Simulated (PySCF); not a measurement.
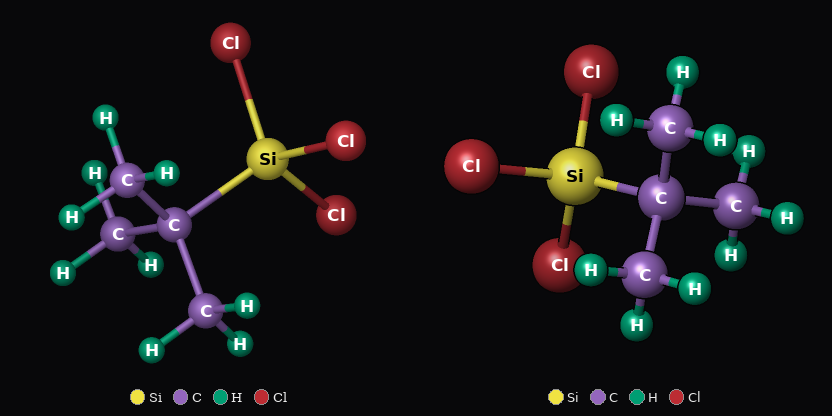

Two views of one molecule.

Computed geometry: PBE0-D3(BJ)/def2-SVP optimisation. No frequency run is at hand to confirm it as a minimum.

Which formula does it have?

Answer. C₄H₉Cl₃Si, 17 atoms: 4 carbon, 9 hydrogen, 3 chlorine and 1 silicon.

Count the bonded pairs by element.

Answer. 9 C–H, 3 C–C, 3 Cl–Si, 1 C–Si.

What is its SMILES?

Answer. CC(C)(C)[Si](Cl)(Cl)Cl

The parts below concern this one geometry. Atoms keep their numbers from picture to picture.

## Excitation

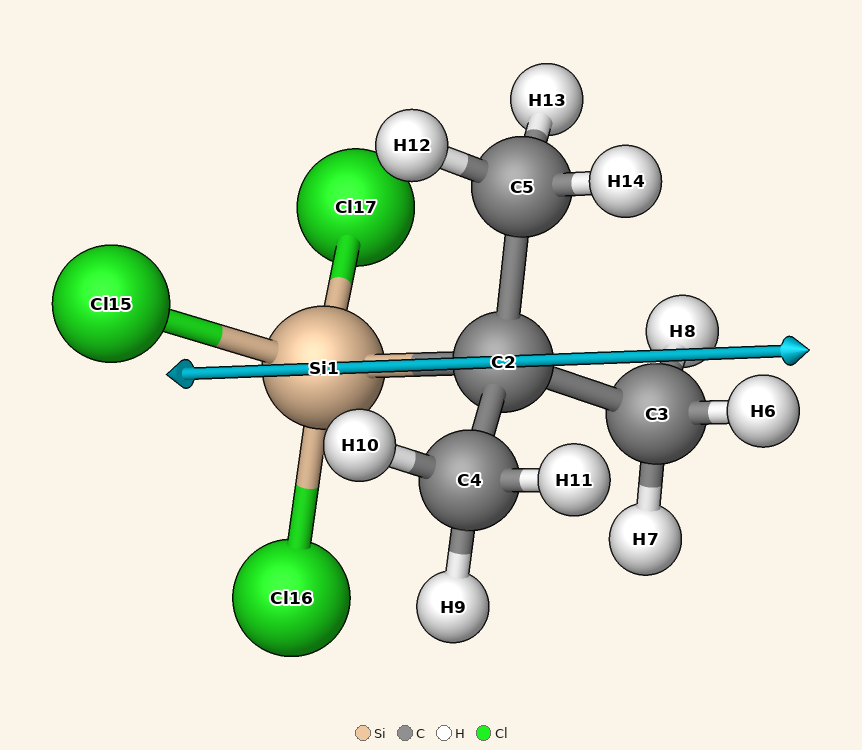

The double arrow shows the direction of the transition dipole to excited singlet state 1 (its length means nothing). No frequency run is at hand to confirm it as a minimum. Method: TDDFT B3LYP/def2-SVPD, vertical, gas phase, core orbitals frozen in the response (PySCF 2.14.0).

How is the transition polarised?

Answer. Nearly parallel to the Si1–C2 bond.

Give its energy, strength and character.

Answer. 7.03 eV (176 nm), oscillator strength 0.095, mainly HOMO → LUMO (weight 0.98); transition dipole 1.89 D.

## Core levels

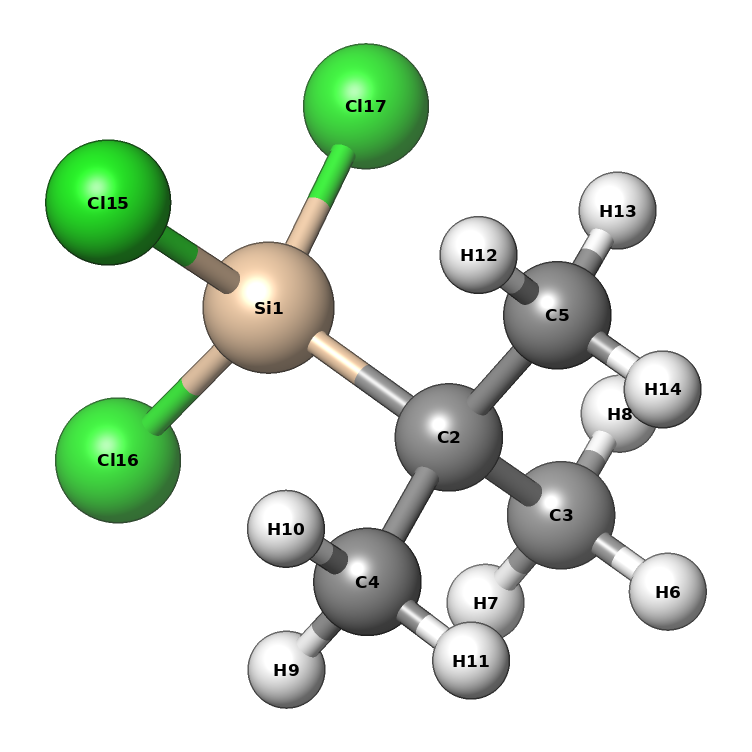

No frequency run is at hand to confirm it as a minimum. Properties computed with delta-SCF UKS SCAN, pcX-2 on the ionised atom (unc-x2c-TZVPall on a metal), pcseg-1 elsewhere, spin-free X2C (PySCF 2.14.0).

Give the core-electron binding energies (to vacuum; p and d levels without spin–orbit splitting) of Si1 1s, Si1 2p, C2 1s, C3 1s, Cl15 1s, Cl15 2p.

```
atom  level  binding energy (eV)
 Si1     1s               1849.0
 Si1     2p                109.1
  C2     1s                290.9
  C3     1s                290.9
Cl15     1s               2828.8
Cl15     2p                206.8
```

## NMR shielding

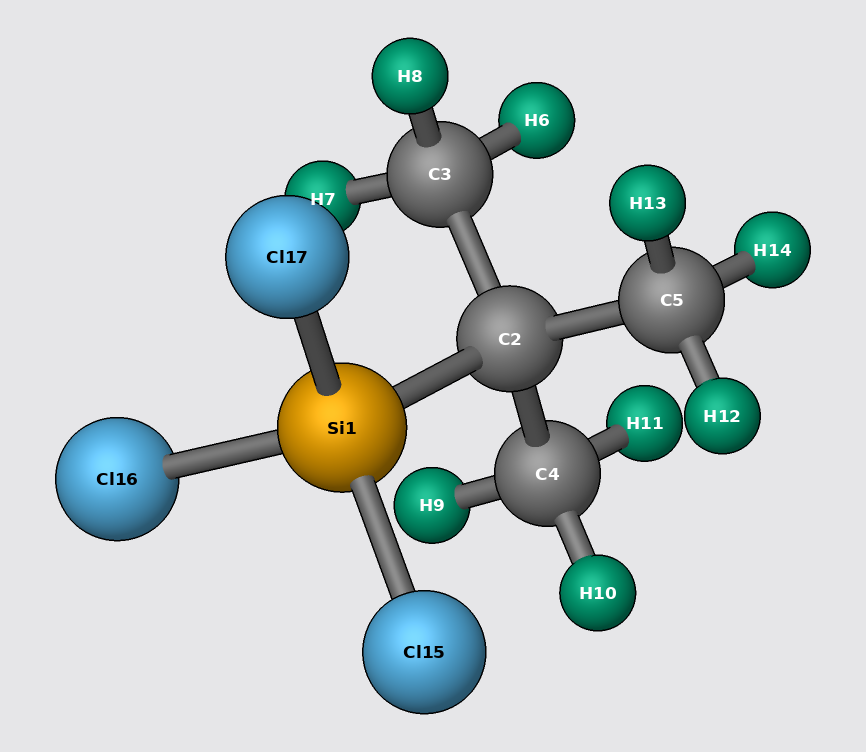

No frequency run is at hand to confirm it as a minimum. Properties computed with GIAO KT2/pcSseg-1 NMR shielding, non-relativistic, gas phase (PySCF 2.14.0). Principal shieldings σ11 ≤ σ22 ≤ σ33, span Ω = σ33 − σ11, skew κ = 3(σiso − σ22)/Ω.

Give the shielding tensors of the Cl atoms.

```csv
atom,σ11,σ22,σ33,σiso,Ω,κ
"Cl15, Cl16, Cl17",688.0,792.9,961.8,814.2,273.7,0.23
```

Shieldings and span in ppm.

## Quadrupole coupling

No frequency run is at hand to confirm it as a minimum. Electric field gradients from the ground-state density, PBE0/pcSseg-1 (PySCF 2.14.0), non-relativistic apart from any core potentials.

Give the largest field-gradient component, the quadrupole coupling constant and the asymmetry for 35Cl at Cl15 (Q = −81.7 mb), 2H at H6 (Q = 2.86 mb), 2H at H7 (Q = 2.86 mb).

```json
{"atom": "Cl15", "V_zz (a.u.)": "2.292", "e²qQ/h (MHz)": "−44.0", "η": "0.00"}
{"atom": "H6", "V_zz (a.u.)": "0.288", "e²qQ/h (MHz)": "0.194", "η": "0.03"}
{"atom": "H7", "V_zz (a.u.)": "0.288", "e²qQ/h (MHz)": "0.193", "η": "0.03"}
```
